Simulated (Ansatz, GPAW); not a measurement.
# Cutoff, mesh and smearing for a 8-layer slab of Cu(100), part 2 of 3

How do cutoff, mesh, smearing and the dipole layer change the work function of a 8-layer slab of Cu(100)?

GPAW 26.7.0 and Ansatz 0.2.0; Ansatz plane waves; slab in vacuum with a dipole correction, relaxation (the session's first sound run).

So far: The starting structure; Relaxing the atoms.

### 2. Relaxing the atoms (continued)

The electrostatic potential energy of an electron (with the applied field's), less the Fermi level, planar mean oscillates, so the rows of the table below give means over windows of 1.78 Å about each position, cut where the curve ends. Its maxima inside the range that stand out by 2 % of the span (Å: eV): 7.8: -1.98, 9.8: -2.09, 11.5: -1.94, 13.3: -1.63, 15.1: -1.83, 17.0: -1.59, 18.8: -2.16. Its minima: 7.0: -14.3, 8.7: -14.6, 10.7: -14.6, 12.4: -14.6, 14.2: -14.6, 16.1: -14.5, 17.9: -14.7, 19.7: -14.4.

Table of electrostatic potential energy of an electron (with the applied field's), less the Fermi level, planar mean by z; means over each step:

```csv
z (Å),"electrostatic potential energy of an electron (with the applied field's), less the Fermi level, planar mean (eV)"
0.89,4.58
2.67,4.58
4.45,4.47
6.23,-3.74
8.01,-8.65
9.79,-8.74
11.57,-8.72
13.35,-8.46
15.13,-8.44
16.91,-8.42
18.69,-8.94
20.47,-3.63
22.25,4.45
24.03,4.56
25.81,4.57
```

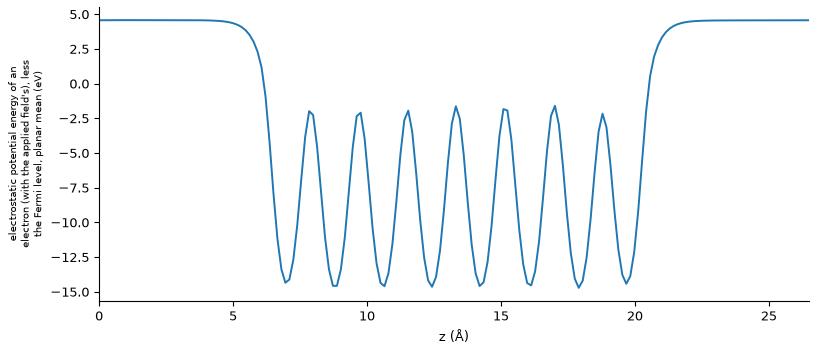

Electrostatic potential energy of an electron (with the applied field's), less the Fermi level, planar mean, plotted against z.

The valence density, planar mean oscillates, so the rows of the table below give means over windows of 1.78 Å about each position, cut where the curve ends. Its maxima inside the range that stand out by 2 % of the span (Å: e/Å³): 7.0: 4.03, 8.9: 3.93, 10.7: 4.04, 12.4: 4.10, 14.2: 4.05, 16.1: 4.01, 17.9: 4.10, 19.7: 4.10. Its minima: 7.8: 0.316, 9.8: 0.316, 11.5: 0.310, 13.3: 0.298, 15.1: 0.306, 17.0: 0.296, 18.8: 0.322.

Table of valence density, planar mean by z; means over each step:

```csv
z (Å),"valence density, planar mean (e/Å³)"
2.67,4.5e-5
4.45,0.00416
6.23,1.07
8.01,1.59
9.79,1.59
11.57,1.58
13.35,1.53
15.13,1.53
16.91,1.52
18.69,1.65
20.47,1.04
22.25,0.00406
24.03,4.4e-5
```

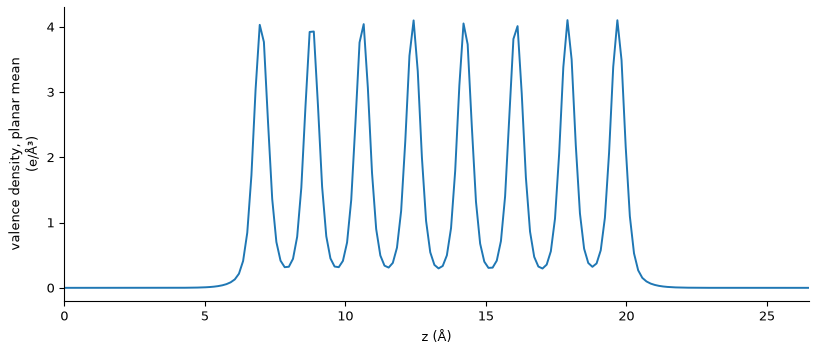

Valence density, planar mean, plotted against z.

The relaxation lowered the energy of the cell by 0.00607 eV.

### 3. The slab's potential

With the geometry fixed, the planar mean of the potential gives the vacuum level on each side.

This step: GPAW, PAW setups; slab in vacuum (GPAW 26.7.0).

run.py reads:

```python
import json
import numpy as np
from ase import Atoms
from gpaw import GPAW, PW

slab = Atoms(
    ['Cu', 'Cu', 'Cu', 'Cu', 'Cu', 'Cu', 'Cu', 'Cu'],
    positions=[
        [1.27633, 1.27633, 7.00000],
        [0.00000, 0.00000, 8.80500],
        [1.27633, 1.27633, 10.61000],
        [0.00000, 0.00000, 12.41500],
        [1.27633, 1.27633, 14.24511],
        [0.00000, 0.00000, 16.07594],
        [1.27633, 1.27633, 17.91201],
        [0.00000, 0.00000, 19.68770]],
    cell=[[2.55266, 0.0, 0.0], [0.0, 2.55266, 0.0], [0.0, 0.0, 26.635]],
    pbc=[True, True, False])

slab.calc = GPAW(mode=PW(400), xc='PBE', kpts={'size': (12, 12, 1), 'gamma': True},
                 occupations={'name': 'fermi-dirac', 'width': 0.1}, nbands='140%',
                 convergence={'density': 1e-05}, maxiter=200,
                 poissonsolver={'dipolelayer': 'xy'},
                 symmetry={'tolerance': 1e-3}, txt='slab.txt')
result = {}
energy = slab.get_potential_energy()
fermi = slab.calc.get_fermi_level()
v = slab.calc.get_electrostatic_potential().mean((0, 1)) - fermi
n = slab.calc.get_pseudo_density().mean((0, 1))
L = slab.cell[2, 2]
z = np.arange(len(v)) * L / len(v)
low, high = slab.positions[:, 2].min(), slab.positions[:, 2].max()
below, above = np.interp([low - 4.8, high + 4.8], z, v)
slopes = [np.interp(x, z, np.gradient(v, z)) for x in (low - 4.8, high + 4.8)]
eps = np.array([[slab.calc.get_eigenvalues(k, s) for k in range(len(slab.calc.get_ibz_k_points()))]
                for s in range(slab.calc.get_number_of_spins())]) - fermi
top, bottom = eps[eps < 0].max(), eps[eps > 0].min()
dipole = slab.get_dipole_moment()[2]
print(f'energy {energy:.4f} eV, Fermi level {fermi:.4f} eV, dipole {dipole:.5f} e A')
print(f'potential 4.8 A off the faces, from the Fermi level: lower {below:.4f} eV, upper {above:.4f} eV')
print(f'slope of the potential there: lower {slopes[0]:.5f}, upper {slopes[1]:.5f} eV/A')
print(f'nearest levels on the mesh: {top:.4f} and {bottom:.4f} eV')
print('magnetic moment', round(slab.get_magnetic_moment(), 3))
result.update(energy=energy, fermi=fermi, dipole=dipole, below=below, above=above, slopes=slopes, edges=[top, bottom],
              z=z.tolist(), v=v.tolist(), n=n.tolist(), positions=slab.positions.tolist(),
              forces=slab.get_forces(apply_constraint=False).tolist(), moments=slab.get_magnetic_moments().tolist())
json.dump(result, open('result.json', 'w'))
```

On the command line:

```console
$ OMP_NUM_THREADS=1 OPENBLAS_NUM_THREADS=1 python run.py
```

Numbers of over 12 decimals in the logs are rounded to 6 here.

The log of the run:

```text
energy -27.1357 eV, Fermi level 2.3352 eV, dipole 0.00059 e A
potential 4.8 A off the faces, from the Fermi level: lower 4.5703 eV, upper 4.5529 eV
slope of the potential there: lower -0.00060, upper 0.00063 eV/A
nearest levels on the mesh: -0.0149 and 0.0065 eV
magnetic moment 0.0
```

Run time: 2.1 min. Hardware: 1 thread of AMD EPYC 9R14 (Zen 4), shared host; peak memory 0.28 GiB.

Numbers from this step:

```
dipole along the normal                    : 5.91e-4 e·Å
levels nearest the Fermi level on the mesh : -0.01492, 0.006483 eV from the Fermi level
upper work function                        : 4.553 eV
lower work function                        : 4.570 eV
```

The electrostatic potential energy of an electron (without an applied field's), less the Fermi level, planar mean oscillates, so the rows of the table below give means over windows of 1.81 Å about each position, cut where the curve ends. Its maxima inside the range that stand out by 2 % of the span (Å: eV): 7.9: -1.55, 9.7: -1.65, 11.5: -1.63, 13.3: -1.41, 15.1: -1.41, 16.9: -1.44, 18.9: -1.89. Its minima: 7.0: -15.8, 8.8: -16.1, 10.7: -16.0, 12.5: -15.9, 14.3: -16.0, 16.1: -16.0, 17.9: -16.1, 19.7: -15.8.

Electrostatic potential energy of an electron (without an applied field's), less the Fermi level, planar mean against z; means over each step:

```csv
z (Å),"electrostatic potential energy of an electron (without an applied field's), less the Fermi level, planar mean (eV)"
0.91,4.57
2.71,4.57
4.52,4.43
6.33,-4.52
8.14,-8.04
9.95,-8.10
11.76,-8.08
13.57,-7.86
15.38,-7.83
17.20,-7.82
19.00,-8.25
20.81,0.264
22.62,4.51
24.43,4.55
26.24,4.55
```

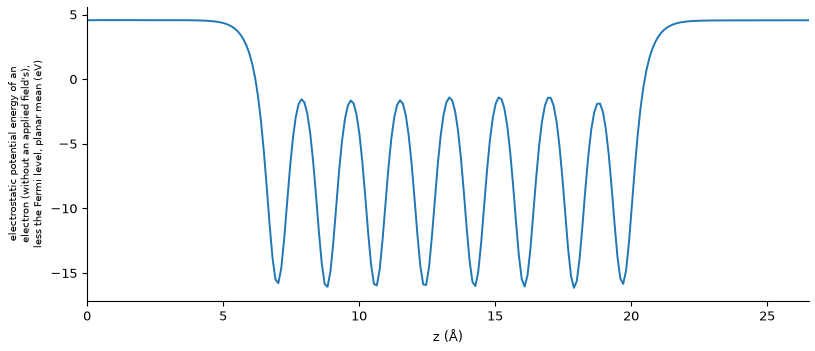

Electrostatic potential energy of an electron (without an applied field's), less the Fermi level, planar mean against z.

The pseudo valence density, planar mean oscillates, so the rows of the table below give means over windows of 2 Å about each position, cut where the curve ends. Its maxima inside the range that stand out by 2 % of the span (Å: e/Å³): 7.0: 2.10, 8.7: 2.05, 10.7: 2.09, 12.4: 2.07, 14.3: 2.11, 16.0: 1.99, 17.9: 2.12, 19.6: 2.01. Its minima: 7.9: 0.305, 9.8: 0.316, 11.5: 0.305, 13.4: 0.304, 15.1: 0.295, 17.0: 0.295, 18.8: 0.319.

Pseudo valence density, planar mean against z; means over each step:

```csv
z (Å),"pseudo valence density, planar mean (e/Å³)"
2,1.1e-5
4,0.00163
6,0.422
8,1.02
10,0.964
12,0.915
14,0.876
16,0.871
18,0.878
20,0.800
22,0.00940
24,5.7e-5
```

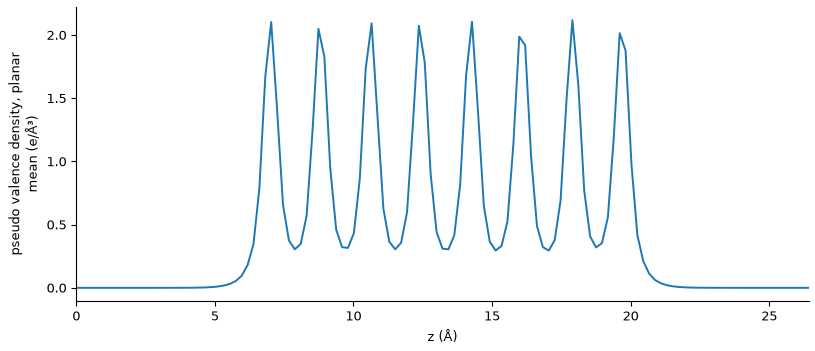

Pseudo valence density, planar mean, plotted against z.

Force by atom:

```csv
atom,x (eV/Å),y (eV/Å),z (eV/Å),size
Cu1,0.000,0.000,0.037,0.037
Cu2,0.000,0.000,-0.220,0.220
Cu3,0.000,0.000,0.014,0.014
Cu4,0.000,0.000,0.109,0.109
Cu5,0.000,0.000,0.000,0.000
Cu6,0.000,0.000,-0.001,0.001
Cu7,0.000,0.000,-0.008,0.008
Cu8,0.000,0.000,0.071,0.071
```

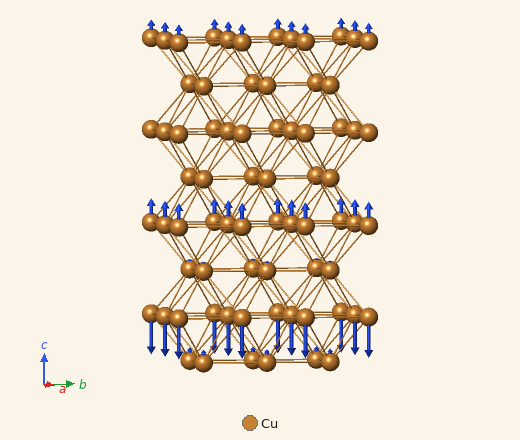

Force as arrows, the longest 0.220 eV/Å. 2×3×1 cells are drawn. Some periodic images of atoms are drawn too.

The potential is flat to 6.3e-4 eV/Å where it is read, so the vacuum is wide enough. The geometry is the other program's minimum; here the largest force on a free atom is 0.071 eV/Å.

### 4. Cutoff 200

The cutoff limits how sharply the smooth valence waves can vary, which tells mostly near the atoms.

run.py, as its differences from that of step 3:

```diff
@@ -19,3 +19,3 @@
 
-slab.calc = GPAW(mode=PW(400), xc='PBE', kpts={'size': (12, 12, 1), 'gamma': True},
+slab.calc = GPAW(mode=PW(200), xc='PBE', kpts={'size': (12, 12, 1), 'gamma': True},
                  occupations={'name': 'fermi-dirac', 'width': 0.1}, nbands='140%',
```

The log of the run:

```text
energy -8.2394 eV, Fermi level 2.2397 eV, dipole -0.00286 e A
potential 4.8 A off the faces, from the Fermi level: lower 4.6870 eV, upper 4.6206 eV
slope of the potential there: lower -0.02856, upper 0.01187 eV/A
nearest levels on the mesh: -0.0207 and 0.0080 eV
magnetic moment 0.0
```

Elapsed: 63 s, on 1 thread; peak memory 0.19 GiB.

The run finished. A setting was moved off its sound value on purpose, so it serves as a test and not as the result.

The fault put into the input: a cutoff under that of the base run: the energy of the cell lies 19 eV from the base value, and the vacuum potential tilts (ecut = 200).

### 5. Cutoff 300

The cutoff limits how sharply the smooth valence waves can vary, which tells mostly near the atoms.

run.py, as its differences from that of step 4:

```diff
@@ -19,3 +19,3 @@
 
-slab.calc = GPAW(mode=PW(200), xc='PBE', kpts={'size': (12, 12, 1), 'gamma': True},
+slab.calc = GPAW(mode=PW(300), xc='PBE', kpts={'size': (12, 12, 1), 'gamma': True},
                  occupations={'name': 'fermi-dirac', 'width': 0.1}, nbands='140%',
```

The log of the run:

```text
energy -25.9263 eV, Fermi level 2.3376 eV, dipole 0.00065 e A
potential 4.8 A off the faces, from the Fermi level: lower 4.5849 eV, upper 4.5671 eV
slope of the potential there: lower -0.00015, upper 0.00022 eV/A
nearest levels on the mesh: -0.0174 and 0.0008 eV
magnetic moment 0.0
```

The job ended after 94 s (1 thread; peak memory 0.23 GiB).

The run finished. A setting was moved off its sound value on purpose, so it serves as a test and not as the result.

The fault put into the input: a cutoff under that of the base run: the energy of the cell lies 1.2 eV from the base value (ecut = 300).

The two runs compared:

```csv
quantity,this run,sound run,difference
upper work function (eV),4.5671,4.5529,0.0142
lower work function (eV),4.5849,4.5703,0.0146
```

### 6. Cutoff 700: ecut = 700

The cutoff limits how sharply the smooth valence waves can vary, which tells mostly near the atoms.

run.py, as its differences from that of step 5:

```diff
@@ -19,3 +19,3 @@
 
-slab.calc = GPAW(mode=PW(300), xc='PBE', kpts={'size': (12, 12, 1), 'gamma': True},
+slab.calc = GPAW(mode=PW(700), xc='PBE', kpts={'size': (12, 12, 1), 'gamma': True},
                  occupations={'name': 'fermi-dirac', 'width': 0.1}, nbands='140%',
```

The log of the run:

```text
energy -28.2902 eV, Fermi level 2.3368 eV, dipole 0.00060 e A
potential 4.8 A off the faces, from the Fermi level: lower 4.5638 eV, upper 4.5463 eV
slope of the potential there: lower -0.00046, upper 0.00041 eV/A
nearest levels on the mesh: -0.0147 and 0.0076 eV
magnetic moment 0.0
```

Wall time 4.8 min (1 thread); peak memory 0.47 GiB.

Numbers from this step:

| Property | Result |
| --- | --- |
| dipole along the normal | 5.98e-4 e·Å |
| levels nearest the Fermi level on the mesh | -0.01473, 0.007576 eV from the Fermi level |
| upper work function | 4.546 eV |
| lower work function | 4.564 eV |

The electrostatic potential energy of an electron (without an applied field's), less the Fermi level, planar mean oscillates, so the rows of the table below give means over windows of 1.82 Å about each position, cut where the curve ends. Its maxima inside the range that stand out by 2 % of the span (Å: eV): 7.9: -1.58, 9.7: -1.68, 11.5: -1.64, 13.3: -1.41, 15.2: -1.48, 17.0: -1.39, 18.9: -1.92. Its minima: 7.1: -15.6, 8.8: -16.1, 10.6: -16.1, 12.4: -16.0, 14.3: -16.0, 16.1: -16.0, 17.9: -16.1, 19.7: -15.8.

Electrostatic potential energy of an electron (without an applied field's), less the Fermi level, planar mean against z; means over each step:

```csv
z (Å),"electrostatic potential energy of an electron (without an applied field's), less the Fermi level, planar mean (eV)"
0.91,4.56
2.73,4.56
4.55,4.41
6.37,-4.82
8.19,-8.07
10.01,-8.10
11.83,-8.09
13.65,-7.89
15.47,-7.87
17.29,-7.88
19.11,-8.18
20.93,1.24
22.75,4.51
24.57,4.55
26.39,4.55
```

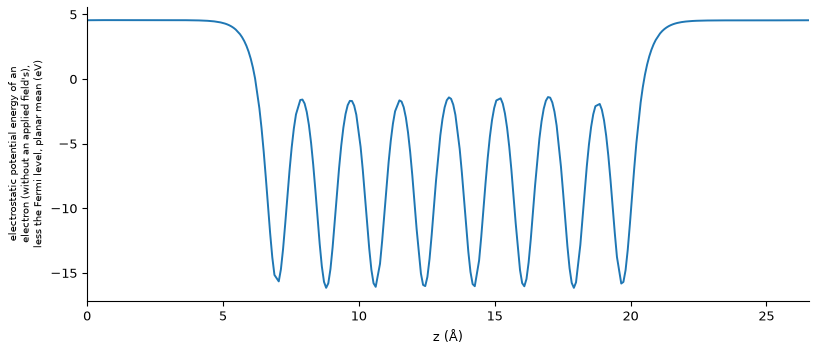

Electrostatic potential energy of an electron (without an applied field's), less the Fermi level, planar mean against z.

The pseudo valence density, planar mean oscillates, so the rows of the table below give means over windows of 1.74 Å about each position, cut where the curve ends. Its maxima inside the range that stand out by 2 % of the span (Å: e/Å³): 7.0: 2.11, 8.9: 2.04, 10.6: 2.12, 12.4: 2.09, 14.3: 2.11, 16.0: 2.06, 17.9: 2.12, 19.7: 2.11. Its minima: 7.9: 0.303, 9.7: 0.306, 11.6: 0.308, 13.3: 0.293, 15.2: 0.297, 17.0: 0.292, 18.9: 0.323.

The pseudo valence density, planar mean by z; means over each step:

```csv
z (Å),"pseudo valence density, planar mean (e/Å³)"
2.61,3.8e-5
4.35,0.00313
6.09,0.437
7.83,0.897
9.57,0.903
11.31,0.912
13.05,0.905
14.79,0.921
16.53,0.933
18.27,0.956
20.01,0.881
21.75,0.0142
23.49,1.7e-4
```

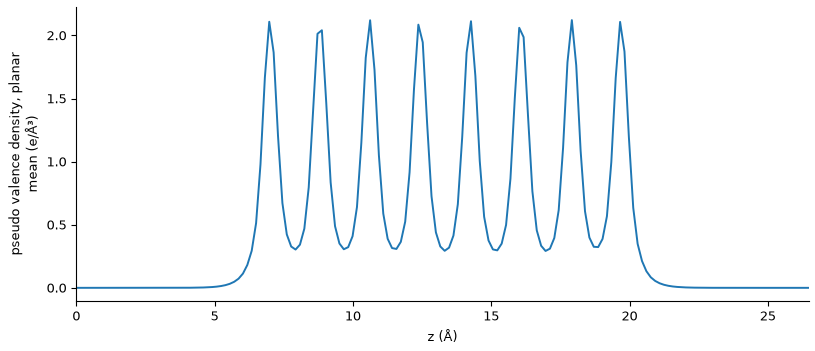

Pseudo valence density, planar mean against z.

Force by atom:

```csv
atom,x (eV/Å),y (eV/Å),z (eV/Å),size
Cu1,0.000,0.000,0.028,0.028
Cu2,0.000,0.000,-0.221,0.221
Cu3,0.000,0.000,0.015,0.015
Cu4,0.000,0.000,0.108,0.108
Cu5,0.000,0.000,0.000,0.000
Cu6,0.000,0.000,-0.002,0.002
Cu7,0.000,0.000,-0.007,0.007
Cu8,0.000,0.000,0.079,0.079
```

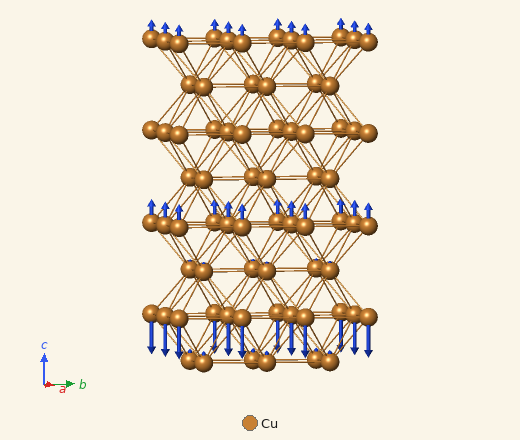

Force as arrows, the longest 0.221 eV/Å. 2×3×1 cells are drawn. Some periodic images of atoms are drawn too.

The upper face's work function is 4.546 eV, against 4.553 eV in the first plane-wave PBE run at this geometry.

### 7. K mesh 4×4

The mesh in the plane samples the bands: a metal's Fermi level needs it dense, and band edges must lie on it.

run.py, as its differences from that of step 6:

```diff
@@ -19,3 +19,3 @@
 
-slab.calc = GPAW(mode=PW(700), xc='PBE', kpts={'size': (12, 12, 1), 'gamma': True},
+slab.calc = GPAW(mode=PW(400), xc='PBE', kpts={'size': (4, 4, 1), 'gamma': True},
                  occupations={'name': 'fermi-dirac', 'width': 0.1}, nbands='140%',
```

The log of the run:

```text
energy -26.7285 eV, Fermi level 2.3291 eV, dipole 0.00062 e A
potential 4.8 A off the faces, from the Fermi level: lower 4.6500 eV, upper 4.6317 eV
slope of the potential there: lower -0.00058, upper 0.00063 eV/A
nearest levels on the mesh: -0.0514 and 0.3425 eV
magnetic moment 0.0
```

It took 40 s on 1 thread; peak memory 0.2 GiB.

The run finished with changed settings (kpts = [4, 4]); it serves as a test.

The two runs compared:

```csv
quantity,this run,sound run,difference
upper work function (eV),4.6317,4.5529,0.0788
lower work function (eV),4.6500,4.5703,0.0797
```

The two runs differ clearly in the lower work function: 4.65 eV against 4.57 eV.

### 8. K mesh 7×7

The mesh in the plane samples the bands: a metal's Fermi level needs it dense, and band edges must lie on it.

run.py, as its differences from that of step 7:

```diff
@@ -19,3 +19,3 @@
 
-slab.calc = GPAW(mode=PW(400), xc='PBE', kpts={'size': (4, 4, 1), 'gamma': True},
+slab.calc = GPAW(mode=PW(400), xc='PBE', kpts={'size': (7, 7, 1), 'gamma': True},
                  occupations={'name': 'fermi-dirac', 'width': 0.1}, nbands='140%',
```

The log of the run:

```text
energy -27.2566 eV, Fermi level 2.3150 eV, dipole 0.00048 e A
potential 4.8 A off the faces, from the Fermi level: lower 4.5489 eV, upper 4.5347 eV
slope of the potential there: lower -0.00049, upper 0.00053 eV/A
nearest levels on the mesh: -0.0907 and 0.0765 eV
magnetic moment 0.0
```

It took 51 s on 1 thread; peak memory 0.21 GiB.

The run finished with changed settings (kpts = [7, 7]); it serves as a test.

Side by side:

```csv
quantity,this run,sound run,difference
upper work function (eV),4.5347,4.5529,-0.0182
lower work function (eV),4.5489,4.5703,-0.0214
```

(Continued in part 3 of 3.)

[Logs are printed without paths, hosts, clocks, repeated set-up lines and the standing remarks that a program may print on its own settings, such as how far it seeks lower states.]

[Hosts, paths, dates, database ids (printed as entryN), source tags and the programs' standing remarks are cut or masked in the printed files.]
